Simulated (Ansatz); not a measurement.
# BeCu$_{2}$O$_{2}$: what the fields show

Input

```
crystal:
  lattice:
    - [-1.9853749224, 1.9853749224, 3.3397162587]
    - [1.9853749224, -1.9853749224, 3.3397162587]
    - [1.9853749224, 1.9853749224, -3.3397162587]
  atoms:
    - { symbol: Be, position: [0.0, 0.0, 0.0] }
    - { symbol: Cu, position: [0.6854976152, 0.6854976152, 0.0] }
    - { symbol: Cu, position: [0.3145023848, 0.3145023848, 0.0] }
    - { symbol: O, position: [0.75, 0.25, 0.5] }
    - { symbol: O, position: [0.25, 0.75, 0.5] }
kpoints:
  mp_grid: { grid: [10, 10, 10] }
  band_path:
    path:
      - [0.0, 0.0, 0.0]
      - [0.0, 0.0, 0.5]
      - [0.25, 0.25, 0.25]
      - [0.0, 0.5, 0.0]
      - [0.5, 0.5, -0.5]
      - [0.3383498733, 0.6616501267, -0.3383498733]
      - [-0.3383498733, 0.3383498733, 0.3383498733]
      - [-0.1766997465, 0.1766997465, 0.5]
      - [0.5, 0.5, -0.1766997465]
    npoints: 1
hamiltonian:
  xc: r2scan
  dispersion: rvv10
scf:
  occupations: { method: fermi_dirac, width: 0.03 }
  n_extra_bands: 5
output:
  forces: true
  stress: true
  eigenvalues: true
  write_density: true
  write_potential: true
  elf: true
  volumetric_format: npy
```

Command:

```sh
ansatz run input.yaml --threads 2 --pin off --max-ram 2211MiB --backend cpu --events-out ev --progress --plain --runs-dir out
```

Below, planes, directions and counts refer to the conventional cell (a = 3.97 Å, b = 3.97 Å, c = 6.68 Å, α = 90.00°, β = 90.00°, γ = 90.00°).

Space group I4/mmm; a structure from a database of computed crystals, not necessarily the ambient phase; started from the CaSi2Ni2-139 prototype, which need not be the ambient phase; computed without spin polarisation.

Theory: DFT, r2SCAN+rVV10, plane waves, PAW in Ansatz.

The density is the valence pseudo-density of a PAW calculation; it isn't the true density close to the nuclei.

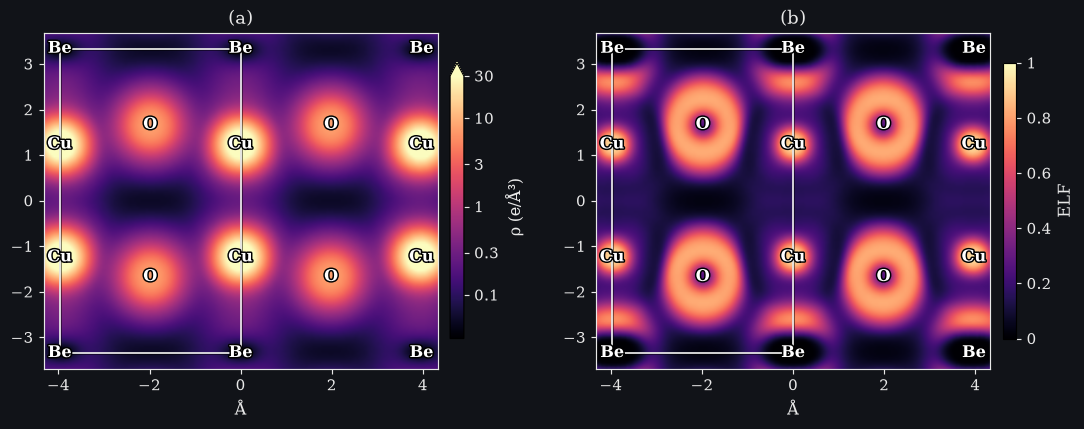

Figure 1. (a) valence pseudo-density; (b) electron localisation function on the (100) plane of the conventional cell.

Read the bonding off the picture.

- The plane passes through Be, Cu and O nuclei.
- Cu–O (2.03 Å): ρ is about 0.52 e/Å³ halfway; the ELF peaks at about 0.80 in the valence shell of O, 0.6 Å from its nucleus, and is about 0.15 at the midpoint (no localised pair shows between them).
- Be–Cu (2.10 Å): ρ at the midpoint is about 0.47 e/Å³; the ELF is about 0.45 at the midpoint.
- Between the atoms the lowest density in this plane is 0.05 e/Å³.
- The features right at Cu lie inside the PAW spheres, where the map follows smoothed inner orbitals and isn't to be read closely.

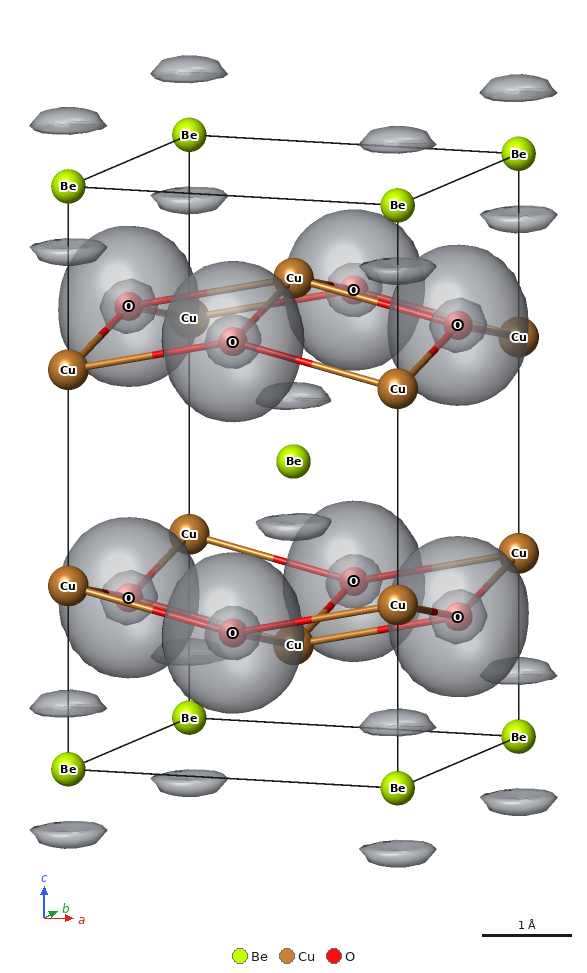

Figure 2. Isosurface of the electron localisation function at 0.65 (grey), seen slightly off an axis. Only the valence region is drawn (cores and ρ < 0.01 e/Å³ removed). Sticks mark near contacts.

Identify the bonds, lone pairs and shells in this picture.

The surface consists of four lobes of the valence shell of Be pointing towards Cu (polar bonds) and four regions wrapped around O (the valence shell of each), counted in one cell of 10 atoms. Any copies at cell faces, edges or corners count once.
